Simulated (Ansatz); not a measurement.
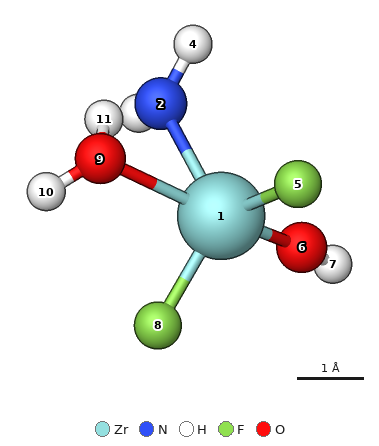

The starting structure (ball-and-stick view, seen at a tilt; atoms are numbered from 1 in the order of the input). Sticks mark near contacts.

## Molecular dynamics of ZrNH$_{5}$O$_{2}$F$_{2}$ (part 1 of 3)

System: ZrNH$_{5}$O$_{2}$F$_{2}$.
Method: RKS PBE-D4/def2-SVP (Ansatz 0.2.0).

It belongs to a series of runs on one base structure; here: dynamics from the highest image of the converged band. Figures and captions count atoms from 1; the log counts them from 0 in places.

**Input file**
```yaml
crystal:
  periodic: [false, false, false]
  atoms:
    - { symbol: Zr, position_ang: [0.151635, -0.22372, 0.00346] }
    - { symbol: "N", position_ang: [0.046192, -0.142079, 2.21696] }
    - { symbol: H, position_ang: [-0.879889, -0.129913, 2.664542] }
    - { symbol: H, position_ang: [0.617326, 0.554553, 2.715343] }
    - { symbol: F, position_ang: [1.798391, 0.418712, -0.750889] }
    - { symbol: O, position_ang: [-1.066662, 1.238884, -0.310651] }
    - { symbol: H, position_ang: [-1.788882, 1.877252, -0.376173] }
    - { symbol: F, position_ang: [-0.8149, -1.607286, -0.939685] }
    - { symbol: O, position_ang: [1.139756, -1.960461, 1.076337] }
    - { symbol: H, position_ang: [0.827314, -2.879093, 0.991628] }
    - { symbol: H, position_ang: [0.680118, -1.382448, 1.939028] }
basis:
  gaussian: { orbitals: def2-SVP }
hamiltonian:
  xc: pbe
  dispersion: d4
md:
  timestep: 0.5
  n_steps: 200
  ensemble: nve
  temperature: 100.0
  initial_velocities: maxwell_boltzmann
  seed: 8698
```

Machine: 4 threads of Arm Neoverse V1, 24 GiB of memory available, shared host.

Launched with:
```bash
ansatz run input.yaml --threads 4 --pin off --max-ram 5120MiB --backend cpu --events-out ev --progress --plain --runs-dir out
```

**Log**
```
Engine: ansatz 0.2.0, aarch64-unknown-linux-gnu
Functional definition: PBE
  parameter kappa = 0.804
  parameter beta = 0.06672455060314922
  exchange = pbe_x(kappa = kappa, mu = beta*pi^2/3)
  correlation = pbe_c(beta = beta)
1322 factors; their error is unknown
mean field evaluation 1: about -12348.6126 eV, gradient 1.1e2 eV
mean field evaluation 2: about -12184.0213 eV, gradient 2.9e2 eV
mean field evaluation 4: about -12366.7473 eV, gradient 2.9e1 eV
mean field evaluation 8: about -12368.3423 eV, gradient 3.2e-1 eV
mean field evaluation 16: about -12368.2926 eV, gradient 2.5e-3 eV
mean field -12368.29257430 eV, -454.5263685755 hartree, gradient 5.3e-5 eV, S^2 0.000000; 0 other end points of the search recorded, 0 dependent functions left out
the calculation of the forces begins
reference -12368.29266237 eV, -454.5263718124 hartree; 29, 29 occupied and 97, 97 virtual orbitals, 1322 factors
md step     0: t =     0.00 fs  T =   100.0 K  F+E_penalty+E_count = -12368.51108622 eV  E_kin = 0.116334 eV  conserved = -12368.39475222 eV  (31 SCF iters)
these checks for a lower state are left out or cut short: starts, cluster_reference, orbital_swaps, neighbouring_geometries, increment
1322 factors; their error is unknown
mean field -12368.29008963 eV, -454.5262772657 hartree, gradient 1.4e-5 eV, S^2 0.000000; 0 other end points of the search recorded, 0 dependent functions left out
the calculation of the forces begins
reference -12368.29017771 eV, -454.5262805026 hartree; 29, 29 occupied and 97, 97 virtual orbitals, 1322 factors
md step     1: t =     0.50 fs  T =    98.0 K  F+E_penalty+E_count = -12368.50867710 eV  E_kin = 0.113990 eV  conserved = -12368.39468690 eV  (32 SCF iters, 3 dispersion substeps)
[... from here on the SCF iterations and repeated set-up lines of each step are left out, up to the last step ...]
md step     2: t =     1.00 fs  T =    93.0 K  F+E_penalty+E_count = -12368.50274573 eV  E_kin = 0.108217 eV  conserved = -12368.39452827 eV  (32 SCF iters, 3 dispersion substeps)
md step     3: t =     1.50 fs  T =    87.2 K  F+E_penalty+E_count = -12368.49575307 eV  E_kin = 0.101403 eV  conserved = -12368.39435030 eV  (32 SCF iters, 3 dispersion substeps)
md step     4: t =     2.00 fs  T =    82.7 K  F+E_penalty+E_count = -12368.49047239 eV  E_kin = 0.096240 eV  conserved = -12368.39423275 eV  (32 SCF iters, 3 dispersion substeps)
md step     5: t =     2.50 fs  T =    81.2 K  F+E_penalty+E_count = -12368.48874495 eV  E_kin = 0.094518 eV  conserved = -12368.39422718 eV  (32 SCF iters, 3 dispersion substeps)
md step     6: t =     3.00 fs  T =    82.8 K  F+E_penalty+E_count = -12368.49067854 eV  E_kin = 0.096344 eV  conserved = -12368.39433414 eV  (32 SCF iters, 3 dispersion substeps)
md step     7: t =     3.50 fs  T =    86.1 K  F+E_penalty+E_count = -12368.49464020 eV  E_kin = 0.100138 eV  conserved = -12368.39450244 eV  (32 SCF iters, 3 dispersion substeps)
md step     8: t =     4.00 fs  T =    88.9 K  F+E_penalty+E_count = -12368.49805013 eV  E_kin = 0.103398 eV  conserved = -12368.39465241 eV  (32 SCF iters, 3 dispersion substeps)
md step     9: t =     4.50 fs  T =    89.3 K  F+E_penalty+E_count = -12368.49862289 eV  E_kin = 0.103912 eV  conserved = -12368.39471064 eV  (32 SCF iters, 3 dispersion substeps)
md step    10: t =     5.00 fs  T =    86.7 K  F+E_penalty+E_count = -12368.49549748 eV  E_kin = 0.100851 eV  conserved = -12368.39464617 eV  (32 SCF iters, 3 dispersion substeps)
md step    11: t =     5.50 fs  T =    81.8 K  F+E_penalty+E_count = -12368.48970652 eV  E_kin = 0.095218 eV  conserved = -12368.39448894 eV  (32 SCF iters, 3 dispersion substeps)
md step    12: t =     6.00 fs  T =    76.8 K  F+E_penalty+E_count = -12368.48370224 eV  E_kin = 0.089383 eV  conserved = -12368.39431947 eV  (32 SCF iters, 3 dispersion substeps)
md step    13: t =     6.50 fs  T =    73.8 K  F+E_penalty+E_count = -12368.48011382 eV  E_kin = 0.085887 eV  conserved = -12368.39422690 eV  (32 SCF iters, 3 dispersion substeps)
md step    14: t =     7.00 fs  T =    74.0 K  F+E_penalty+E_count = -12368.48038055 eV  E_kin = 0.086123 eV  conserved = -12368.39425770 eV  (32 SCF iters, 3 dispersion substeps)
md step    15: t =     7.50 fs  T =    77.1 K  F+E_penalty+E_count = -12368.48403755 eV  E_kin = 0.089648 eV  conserved = -12368.39439004 eV  (32 SCF iters, 3 dispersion substeps)
md step    16: t =     8.00 fs  T =    81.2 K  F+E_penalty+E_count = -12368.48903617 eV  E_kin = 0.094483 eV  conserved = -12368.39455311 eV  (33 SCF iters, 3 dispersion substeps)
md step    17: t =     8.50 fs  T =    84.4 K  F+E_penalty+E_count = -12368.49282250 eV  E_kin = 0.098151 eV  conserved = -12368.39467154 eV  (33 SCF iters, 3 dispersion substeps)
md step    18: t =     9.00 fs  T =    84.9 K  F+E_penalty+E_count = -12368.49351028 eV  E_kin = 0.098809 eV  conserved = -12368.39470114 eV  (33 SCF iters, 3 dispersion substeps)
md step    19: t =     9.50 fs  T =    82.5 K  F+E_penalty+E_count = -12368.49059341 eV  E_kin = 0.095955 eV  conserved = -12368.39463888 eV  (32 SCF iters, 3 dispersion substeps)
md step    20: t =    10.00 fs  T =    77.8 K  F+E_penalty+E_count = -12368.48501345 eV  E_kin = 0.090498 eV  conserved = -12368.39451509 eV  (33 SCF iters, 3 dispersion substeps)
md step    21: t =    10.50 fs  T =    72.5 K  F+E_penalty+E_count = -12368.47868932 eV  E_kin = 0.084310 eV  conserved = -12368.39437890 eV  (32 SCF iters, 3 dispersion substeps)
md step    22: t =    11.00 fs  T =    68.3 K  F+E_penalty+E_count = -12368.47373884 eV  E_kin = 0.079456 eV  conserved = -12368.39428254 eV  (33 SCF iters, 3 dispersion substeps)
md step    23: t =    11.50 fs  T =    66.5 K  F+E_penalty+E_count = -12368.47165415 eV  E_kin = 0.077390 eV  conserved = -12368.39426409 eV  (32 SCF iters, 3 dispersion substeps)
md step    24: t =    12.00 fs  T =    67.4 K  F+E_penalty+E_count = -12368.47271260 eV  E_kin = 0.078382 eV  conserved = -12368.39433087 eV  (31 SCF iters, 3 dispersion substeps)
md step    25: t =    12.50 fs  T =    70.0 K  F+E_penalty+E_count = -12368.47587901 eV  E_kin = 0.081428 eV  conserved = -12368.39445146 eV  (32 SCF iters, 3 dispersion substeps)
md step    26: t =    13.00 fs  T =    72.8 K  F+E_penalty+E_count = -12368.47930636 eV  E_kin = 0.084740 eV  conserved = -12368.39456619 eV  (33 SCF iters, 3 dispersion substeps)
md step    27: t =    13.50 fs  T =    74.5 K  F+E_penalty+E_count = -12368.48125734 eV  E_kin = 0.086640 eV  conserved = -12368.39461687 eV  (32 SCF iters, 3 dispersion substeps)
md step    28: t =    14.00 fs  T =    74.3 K  F+E_penalty+E_count = -12368.48098318 eV  E_kin = 0.086400 eV  conserved = -12368.39458281 eV  (32 SCF iters, 3 dispersion substeps)
md step    29: t =    14.50 fs  T =    72.7 K  F+E_penalty+E_count = -12368.47902766 eV  E_kin = 0.084532 eV  conserved = -12368.39449579 eV  (32 SCF iters, 3 dispersion substeps)
md step    30: t =    15.00 fs  T =    70.8 K  F+E_penalty+E_count = -12368.47673879 eV  E_kin = 0.082320 eV  conserved = -12368.39441918 eV  (32 SCF iters, 3 dispersion substeps)
md step    31: t =    15.50 fs  T =    69.6 K  F+E_penalty+E_count = -12368.47531462 eV  E_kin = 0.080913 eV  conserved = -12368.39440137 eV  (32 SCF iters, 3 dispersion substeps)
md step    32: t =    16.00 fs  T =    69.3 K  F+E_penalty+E_count = -12368.47506864 eV  E_kin = 0.080626 eV  conserved = -12368.39444312 eV  (32 SCF iters, 3 dispersion substeps)
md step    33: t =    16.50 fs  T =    69.5 K  F+E_penalty+E_count = -12368.47540438 eV  E_kin = 0.080901 eV  conserved = -12368.39450386 eV  (33 SCF iters, 3 dispersion substeps)
md step    34: t =    17.00 fs  T =    69.5 K  F+E_penalty+E_count = -12368.47541092 eV  E_kin = 0.080873 eV  conserved = -12368.39453780 eV  (33 SCF iters, 3 dispersion substeps)
md step    35: t =    17.50 fs  T =    68.8 K  F+E_penalty+E_count = -12368.47455805 eV  E_kin = 0.080033 eV  conserved = -12368.39452459 eV  (33 SCF iters, 3 dispersion substeps)
md step    36: t =    18.00 fs  T =    67.5 K  F+E_penalty+E_count = -12368.47302415 eV  E_kin = 0.078549 eV  conserved = -12368.39447545 eV  (33 SCF iters, 3 dispersion substeps)
md step    37: t =    18.50 fs  T =    66.3 K  F+E_penalty+E_count = -12368.47154473 eV  E_kin = 0.077125 eV  conserved = -12368.39441955 eV  (33 SCF iters, 3 dispersion substeps)
md step    38: t =    19.00 fs  T =    65.8 K  F+E_penalty+E_count = -12368.47097310 eV  E_kin = 0.076587 eV  conserved = -12368.39438574 eV  (33 SCF iters, 3 dispersion substeps)
md step    39: t =    19.50 fs  T =    66.6 K  F+E_penalty+E_count = -12368.47182969 eV  E_kin = 0.077439 eV  conserved = -12368.39439036 eV  (31 SCF iters, 3 dispersion substeps)
md step    40: t =    20.00 fs  T =    68.4 K  F+E_penalty+E_count = -12368.47404083 eV  E_kin = 0.079608 eV  conserved = -12368.39443264 eV  (32 SCF iters, 3 dispersion substeps)
md step    41: t =    20.50 fs  T =    70.9 K  F+E_penalty+E_count = -12368.47694575 eV  E_kin = 0.082449 eV  conserved = -12368.39449631 eV  (32 SCF iters, 3 dispersion substeps)
md step    42: t =    21.00 fs  T =    73.1 K  F+E_penalty+E_count = -12368.47954904 eV  E_kin = 0.084993 eV  conserved = -12368.39455614 eV  (33 SCF iters, 3 dispersion substeps)
md step    43: t =    21.50 fs  T =    74.2 K  F+E_penalty+E_count = -12368.48092392 eV  E_kin = 0.086338 eV  conserved = -12368.39458554 eV  (33 SCF iters, 3 dispersion substeps)
md step    44: t =    22.00 fs  T =    74.0 K  F+E_penalty+E_count = -12368.48063115 eV  E_kin = 0.086064 eV  conserved = -12368.39456758 eV  (33 SCF iters, 3 dispersion substeps)
md step    45: t =    22.50 fs  T =    72.6 K  F+E_penalty+E_count = -12368.47897385 eV  E_kin = 0.084467 eV  conserved = -12368.39450706 eV  (33 SCF iters, 3 dispersion substeps)
md step    46: t =    23.00 fs  T =    70.9 K  F+E_penalty+E_count = -12368.47690667 eV  E_kin = 0.082472 eV  conserved = -12368.39443496 eV  (33 SCF iters, 3 dispersion substeps)
md step    47: t =    23.50 fs  T =    69.8 K  F+E_penalty+E_count = -12368.47554886 eV  E_kin = 0.081155 eV  conserved = -12368.39439426 eV  (33 SCF iters, 3 dispersion substeps)
md step    48: t =    24.00 fs  T =    69.7 K  F+E_penalty+E_count = -12368.47553082 eV  E_kin = 0.081121 eV  conserved = -12368.39441007 eV  (33 SCF iters, 3 dispersion substeps)
md step    49: t =    24.50 fs  T =    70.6 K  F+E_penalty+E_count = -12368.47661763 eV  E_kin = 0.082149 eV  conserved = -12368.39446894 eV  (33 SCF iters, 3 dispersion substeps)
md step    50: t =    25.00 fs  T =    71.7 K  F+E_penalty+E_count = -12368.47791218 eV  E_kin = 0.083384 eV  conserved = -12368.39452820 eV  (33 SCF iters, 3 dispersion substeps)
md step    51: t =    25.50 fs  T =    72.2 K  F+E_penalty+E_count = -12368.47849789 eV  E_kin = 0.083950 eV  conserved = -12368.39454811 eV  (32 SCF iters, 3 dispersion substeps)
md step    52: t =    26.00 fs  T =    71.8 K  F+E_penalty+E_count = -12368.47804710 eV  E_kin = 0.083529 eV  conserved = -12368.39451811 eV  (32 SCF iters, 3 dispersion substeps)
md step    53: t =    26.50 fs  T =    70.9 K  F+E_penalty+E_count = -12368.47699793 eV  E_kin = 0.082539 eV  conserved = -12368.39445901 eV  (33 SCF iters, 3 dispersion substeps)
md step    54: t =    27.00 fs  T =    70.4 K  F+E_penalty+E_count = -12368.47624939 eV  E_kin = 0.081843 eV  conserved = -12368.39440679 eV  (33 SCF iters, 3 dispersion substeps)
md step    55: t =    27.50 fs  T =    70.7 K  F+E_penalty+E_count = -12368.47661029 eV  E_kin = 0.082218 eV  conserved = -12368.39439278 eV  (32 SCF iters, 3 dispersion substeps)
md step    56: t =    28.00 fs  T =    72.1 K  F+E_penalty+E_count = -12368.47830784 eV  E_kin = 0.083878 eV  conserved = -12368.39443001 eV  (32 SCF iters, 3 dispersion substeps)
md step    57: t =    28.50 fs  T =    74.2 K  F+E_penalty+E_count = -12368.48077934 eV  E_kin = 0.086272 eV  conserved = -12368.39450758 eV  (32 SCF iters, 3 dispersion substeps)
md step    58: t =    29.00 fs  T =    75.9 K  F+E_penalty+E_count = -12368.48284273 eV  E_kin = 0.088250 eV  conserved = -12368.39459248 eV  (32 SCF iters, 3 dispersion substeps)
md step    59: t =    29.50 fs  T =    76.1 K  F+E_penalty+E_count = -12368.48321026 eV  E_kin = 0.088569 eV  conserved = -12368.39464163 eV  (31 SCF iters, 3 dispersion substeps)
md step    60: t =    30.00 fs  T =    74.4 K  F+E_penalty+E_count = -12368.48116207 eV  E_kin = 0.086542 eV  conserved = -12368.39462000 eV  (32 SCF iters, 3 dispersion substeps)
md step    61: t =    30.50 fs  T =    71.0 K  F+E_penalty+E_count = -12368.47708088 eV  E_kin = 0.082558 eV  conserved = -12368.39452245 eV  (32 SCF iters, 3 dispersion substeps)
md step    62: t =    31.00 fs  T =    67.2 K  F+E_penalty+E_count = -12368.47251713 eV  E_kin = 0.078132 eV  conserved = -12368.39438498 eV  (32 SCF iters, 3 dispersion substeps)
md step    63: t =    31.50 fs  T =    64.8 K  F+E_penalty+E_count = -12368.46961367 eV  E_kin = 0.075338 eV  conserved = -12368.39427603 eV  (32 SCF iters, 3 dispersion substeps)
md step    64: t =    32.00 fs  T =    65.1 K  F+E_penalty+E_count = -12368.47004914 eV  E_kin = 0.075787 eV  conserved = -12368.39426189 eV  (32 SCF iters, 3 dispersion substeps)
md step    65: t =    32.50 fs  T =    68.5 K  F+E_penalty+E_count = -12368.47403224 eV  E_kin = 0.079669 eV  conserved = -12368.39436311 eV  (32 SCF iters, 3 dispersion substeps)
md step    66: t =    33.00 fs  T =    73.5 K  F+E_penalty+E_count = -12368.47999324 eV  E_kin = 0.085458 eV  conserved = -12368.39453545 eV  (32 SCF iters, 3 dispersion substeps)
md step    67: t =    33.50 fs  T =    77.9 K  F+E_penalty+E_count = -12368.48525926 eV  E_kin = 0.090566 eV  conserved = -12368.39469313 eV  (32 SCF iters, 3 dispersion substeps)
md step    68: t =    34.00 fs  T =    79.6 K  F+E_penalty+E_count = -12368.48736546 eV  E_kin = 0.092606 eV  conserved = -12368.39475911 eV  (33 SCF iters, 3 dispersion substeps)
md step    69: t =    34.50 fs  T =    77.8 K  F+E_penalty+E_count = -12368.48524666 eV  E_kin = 0.090542 eV  conserved = -12368.39470494 eV  (33 SCF iters, 3 dispersion substeps)
md step    70: t =    35.00 fs  T =    73.2 K  F+E_penalty+E_count = -12368.47969658 eV  E_kin = 0.085138 eV  conserved = -12368.39455834 eV  (33 SCF iters, 3 dispersion substeps)
md step    71: t =    35.50 fs  T =    67.6 K  F+E_penalty+E_count = -12368.47296930 eV  E_kin = 0.078589 eV  conserved = -12368.39438060 eV  (33 SCF iters, 3 dispersion substeps)
md step    72: t =    36.00 fs  T =    63.3 K  F+E_penalty+E_count = -12368.46782890 eV  E_kin = 0.073589 eV  conserved = -12368.39423940 eV  (33 SCF iters, 3 dispersion substeps)
md step    73: t =    36.50 fs  T =    62.1 K  F+E_penalty+E_count = -12368.46647919 eV  E_kin = 0.072293 eV  conserved = -12368.39418662 eV  (32 SCF iters, 3 dispersion substeps)
md step    74: t =    37.00 fs  T =    64.9 K  F+E_penalty+E_count = -12368.46973682 eV  E_kin = 0.075492 eV  conserved = -12368.39424449 eV  (32 SCF iters, 3 dispersion substeps)
md step    75: t =    37.50 fs  T =    70.7 K  F+E_penalty+E_count = -12368.47668135 eV  E_kin = 0.082283 eV  conserved = -12368.39439808 eV  (32 SCF iters, 3 dispersion substeps)
md step    76: t =    38.00 fs  T =    77.6 K  F+E_penalty+E_count = -12368.48490460 eV  E_kin = 0.090309 eV  conserved = -12368.39459515 eV  (32 SCF iters, 3 dispersion substeps)
md step    77: t =    38.50 fs  T =    83.0 K  F+E_penalty+E_count = -12368.49134993 eV  E_kin = 0.096592 eV  conserved = -12368.39475829 eV  (32 SCF iters, 3 dispersion substeps)
md step    78: t =    39.00 fs  T =    84.9 K  F+E_penalty+E_count = -12368.49353045 eV  E_kin = 0.098718 eV  conserved = -12368.39481268 eV  (32 SCF iters, 3 dispersion substeps)
md step    79: t =    39.50 fs  T =    82.5 K  F+E_penalty+E_count = -12368.49067422 eV  E_kin = 0.095950 eV  conserved = -12368.39472463 eV  (31 SCF iters, 3 dispersion substeps)
md step    80: t =    40.00 fs  T =    77.1 K  F+E_penalty+E_count = -12368.48421356 eV  E_kin = 0.089685 eV  conserved = -12368.39452842 eV  (32 SCF iters, 3 dispersion substeps)
md step    81: t =    40.50 fs  T =    71.3 K  F+E_penalty+E_count = -12368.47722847 eV  E_kin = 0.082911 eV  conserved = -12368.39431789 eV  (31 SCF iters, 3 dispersion substeps)
md step    82: t =    41.00 fs  T =    67.7 K  F+E_penalty+E_count = -12368.47299769 eV  E_kin = 0.078801 eV  conserved = -12368.39419680 eV  (31 SCF iters, 3 dispersion substeps)
md step    83: t =    41.50 fs  T =    68.1 K  F+E_penalty+E_count = -12368.47340888 eV  E_kin = 0.079189 eV  conserved = -12368.39421991 eV  (31 SCF iters, 3 dispersion substeps)
md step    84: t =    42.00 fs  T =    72.0 K  F+E_penalty+E_count = -12368.47812231 eV  E_kin = 0.083758 eV  conserved = -12368.39436434 eV  (32 SCF iters, 3 dispersion substeps)
md step    85: t =    42.50 fs  T =    77.7 K  F+E_penalty+E_count = -12368.48490920 eV  E_kin = 0.090358 eV  conserved = -12368.39455123 eV  (32 SCF iters, 3 dispersion substeps)
md step    86: t =    43.00 fs  T =    82.7 K  F+E_penalty+E_count = -12368.49085462 eV  E_kin = 0.096161 eV  conserved = -12368.39469372 eV  (32 SCF iters, 3 dispersion substeps)
md step    87: t =    43.50 fs  T =    85.1 K  F+E_penalty+E_count = -12368.49370348 eV  E_kin = 0.098966 eV  conserved = -12368.39473783 eV  (32 SCF iters, 3 dispersion substeps)
md step    88: t =    44.00 fs  T =    84.3 K  F+E_penalty+E_count = -12368.49271616 eV  E_kin = 0.098038 eV  conserved = -12368.39467802 eV  (32 SCF iters, 3 dispersion substeps)
md step    89: t =    44.50 fs  T =    81.0 K  F+E_penalty+E_count = -12368.48877369 eV  E_kin = 0.094223 eV  conserved = -12368.39455032 eV  (31 SCF iters, 3 dispersion substeps)
md step    90: t =    45.00 fs  T =    76.9 K  F+E_penalty+E_count = -12368.48383102 eV  E_kin = 0.089419 eV  conserved = -12368.39441164 eV  (32 SCF iters, 3 dispersion substeps)
md step    91: t =    45.50 fs  T =    73.7 K  F+E_penalty+E_count = -12368.48002874 eV  E_kin = 0.085711 eV  conserved = -12368.39431739 eV  (30 SCF iters, 3 dispersion substeps)
md step    92: t =    46.00 fs  T =    72.7 K  F+E_penalty+E_count = -12368.47882552 eV  E_kin = 0.084524 eV  conserved = -12368.39430143 eV  (31 SCF iters, 3 dispersion substeps)
md step    93: t =    46.50 fs  T =    74.0 K  F+E_penalty+E_count = -12368.48047025 eV  E_kin = 0.086107 eV  conserved = -12368.39436368 eV  (30 SCF iters, 3 dispersion substeps)
md step    94: t =    47.00 fs  T =    77.0 K  F+E_penalty+E_count = -12368.48400754 eV  E_kin = 0.089538 eV  conserved = -12368.39447004 eV  (31 SCF iters, 3 dispersion substeps)
md step    95: t =    47.50 fs  T =    80.2 K  F+E_penalty+E_count = -12368.48781037 eV  E_kin = 0.093243 eV  conserved = -12368.39456771 eV  (31 SCF iters, 3 dispersion substeps)
md step    96: t =    48.00 fs  T =    82.3 K  F+E_penalty+E_count = -12368.49039078 eV  E_kin = 0.095778 eV  conserved = -12368.39461322 eV  (31 SCF iters, 3 dispersion substeps)
md step    97: t =    48.50 fs  T =    82.9 K  F+E_penalty+E_count = -12368.49106147 eV  E_kin = 0.096464 eV  conserved = -12368.39459732 eV  (31 SCF iters, 3 dispersion substeps)
md step    98: t =    49.00 fs  T =    82.1 K  F+E_penalty+E_count = -12368.49007668 eV  E_kin = 0.095529 eV  conserved = -12368.39454784 eV  (30 SCF iters, 3 dispersion substeps)
md step    99: t =    49.50 fs  T =    80.6 K  F+E_penalty+E_count = -12368.48821811 eV  E_kin = 0.093714 eV  conserved = -12368.39450460 eV  (31 SCF iters, 3 dispersion substeps)
md step   100: t =    50.00 fs  T =    78.8 K  F+E_penalty+E_count = -12368.48619889 eV  E_kin = 0.091712 eV  conserved = -12368.39448692 eV  (31 SCF iters, 3 dispersion substeps)
md step   101: t =    50.50 fs  T =    77.3 K  F+E_penalty+E_count = -12368.48435746 eV  E_kin = 0.089873 eV  conserved = -12368.39448463 eV  (31 SCF iters, 3 dispersion substeps)
md step   102: t =    51.00 fs  T =    75.9 K  F+E_penalty+E_count = -12368.48277942 eV  E_kin = 0.088301 eV  conserved = -12368.39447865 eV  (31 SCF iters, 3 dispersion substeps)
```
